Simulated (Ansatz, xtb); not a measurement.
## Ligand exchange: C2H5BrSi + CH2Cl2 → C2H6Si + CHBrCl2

Gas-phase species: C2H5BrSi `C=C[SiH2]Br`, singlet; CH2Cl2 (dichloromethane) `ClCCl`, singlet; C2H6Si (vinylsilane) `C=C[SiH3]`, singlet; CHBrCl2 (bromodichloromethane) `ClC(Cl)Br`, singlet. The partners trade Br for H: Si–Br and C–H bonds give way to Si–H and C–Br.

Shapes, held fixed at every level: PBE0-D4/def2-TZVP. Flexible molecules stand in one conformer, not always the lowest. Programs: Ansatz 0.2.0, xtb 6.7.1. The zero-point and thermal change to 298 K, harmonic and unscaled (PBE0-D4/def2-TZVP), is -10.4 kJ/mol.

| level | kind | ΔH(298 K) (kJ/mol) | less CCSD(T)/def2-TZVPP |
| --- | --- | --- | --- |
| GFN2-xTB | semi-empirical | +150.5 | -11.1 |
| HF/def2-SVP | Hartree–Fock | +187.4 | +25.8 |
| r2SCAN-D4/def2-TZVPP | meta-GGA | +164.7 | +3.1 |
| PBE0-D4/def2-TZVPP | global hybrid | +165.7 | +4.1 |
| wB97X-V/def2-TZVPP | range-separated hybrid | +164.8 | +3.2 |
| MP2/def2-SVP | perturbation theory | +160.8 | -0.8 |
| CCSD(T)/def2-SVP | coupled cluster or CI | +157.6 | -4.0 |
| CCSD/def2-TZVPP | coupled cluster or CI | +166.3 | +4.7 |
| CCSD(T)/def2-TZVPP | coupled cluster or CI | +161.6 | 0.0 |

The highest level, CCSD(T)/def2-TZVPP, gives ΔH(298 K) = +161.6 kJ/mol; the levels span +150.5 to +187.4. The column of differences is taken from that level and isn't an error. No measured value is set beside it here. Relativity is left out for Br. Outer-core shells of Br are correlated, in sets that cover them unevenly.

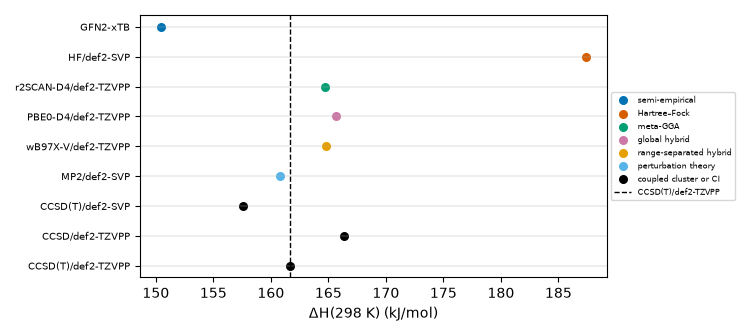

The values of the table, level by level.
